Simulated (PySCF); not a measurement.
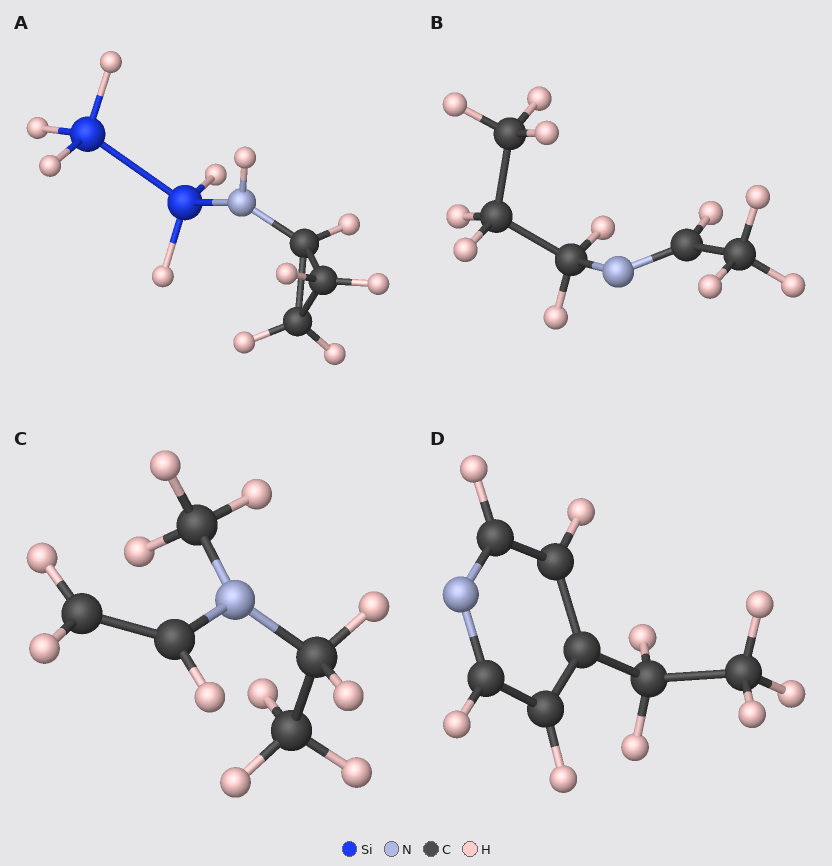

Source: calculation with PySCF.

Which panel belongs to which SMILES?
(1) CCc1ccncc1
(2) [SiH3][SiH2]NC1CC1
(3) C/C=N/CCC
(4) C=CN(C)CC

A is (2), B is (3), C is (4), D is (1).
